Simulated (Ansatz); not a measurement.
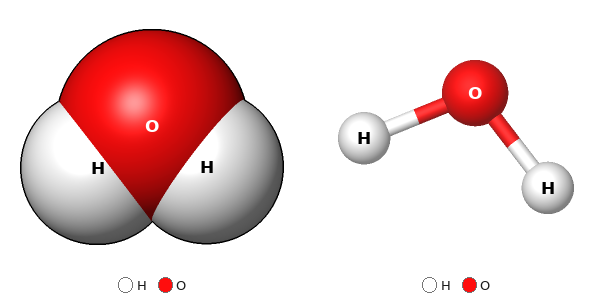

Two views of one molecule.

The computed structure is the end point of a PBE0-D4/def2-TZVP optimisation.

Describe the molecule.

The molecule is H₂O. The point group is C2v. Coordination: 1 O bent.

More results for the same structure follow; atom numbers are the same in all pictures, views and colours differ.

### Geometry

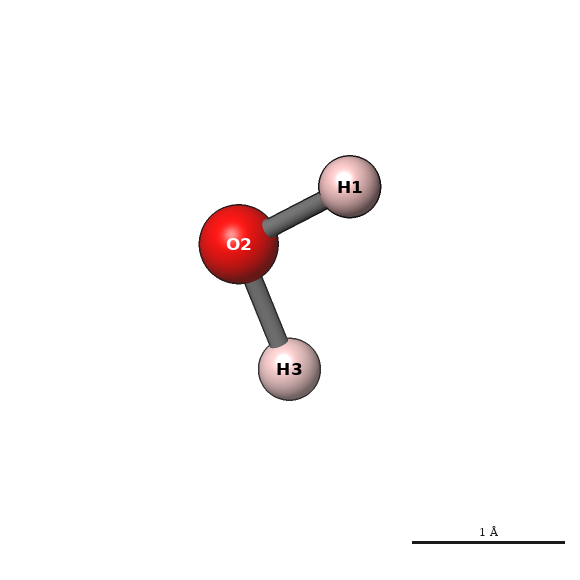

Atoms carry their numbers in the input.

Estimate the angles H1–O2–H3.

```csv
angle,degrees
H1–O2–H3,105.0
```

### Dipole moment

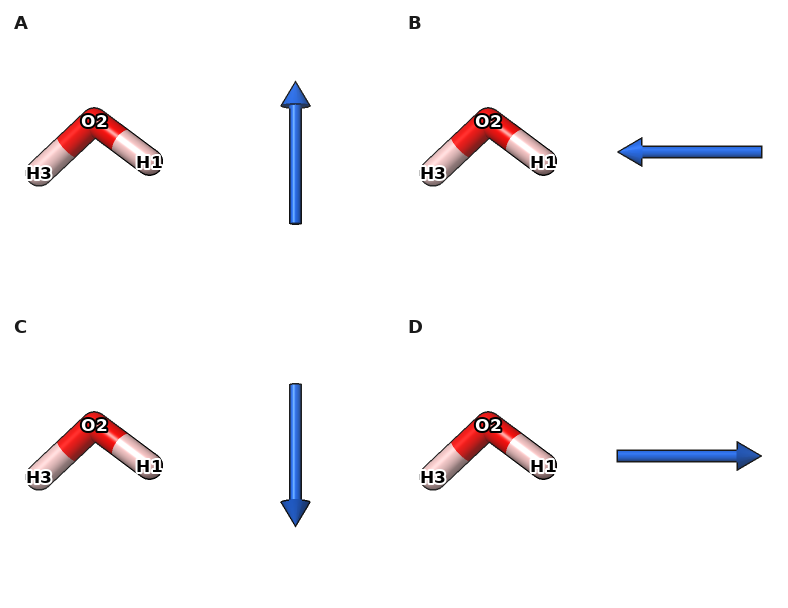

The same molecule four times, each with an arrow. Method: RKS PBE0-D4/def2-TZVP (Ansatz 0.2.0).

**Which arrow points along the dipole moment, from the negative to the positive end?**

C. The dipole moment is 2.07 D; it points from the side of O2 to the side of H1, H3 (the outermost atoms at the two ends).

### Charges

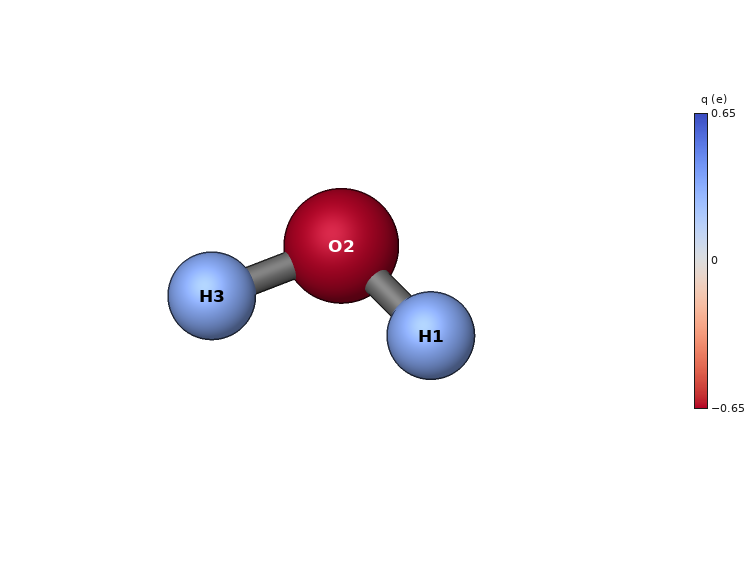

Atoms are coloured by their Mulliken charges. Level of theory: RKS PBE0-D4/def2-TZVP (Ansatz 0.2.0).

List the Mulliken charges.

| atom | value (e) |
| --- | --- |
| H1 | 0.32 |
| O2 | −0.65 |
| H3 | 0.32 |

### Vibrations

Harmonic vibrations computed with RKS PBE0-D4/def2-TZVP (Ansatz 0.2.0) at a stationary point of the same level.

**List the wavenumbers.**

3 modes: 1623, 3852, 3960 cm⁻¹.

Mulliken values depend strongly on the basis set and can even reverse the polarity of a bond.
